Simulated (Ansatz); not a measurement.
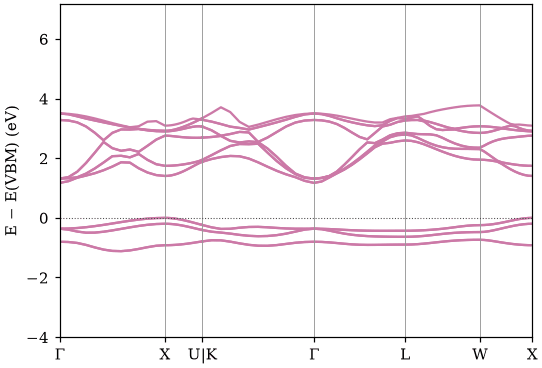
Figure: Band structure from the program Ansatz at the r²SCAN with spin–orbit coupling level (PAW)

Q: Read off the gap and where the band edges lie.

A: About 1.2 eV (1.17 eV by a search for the band edges); maximum at X, minimum at Γ.

The material is Cs$_{3}$Sb in space group Fm-3m (No. 225; Cs on 8c, Cs on 4b, Sb on 4a).

The workflow started from a Materials Project entry (that database holds measured and hypothetical structures alike); the Crystallography Open Database copy checked does not list it. Its standing as an ambient phase is unchecked. Symmetry was held in the r²SCAN relaxation; whether a distortion lowers the energy is not shown.

Potentials: the later of the program's two PAW sets.
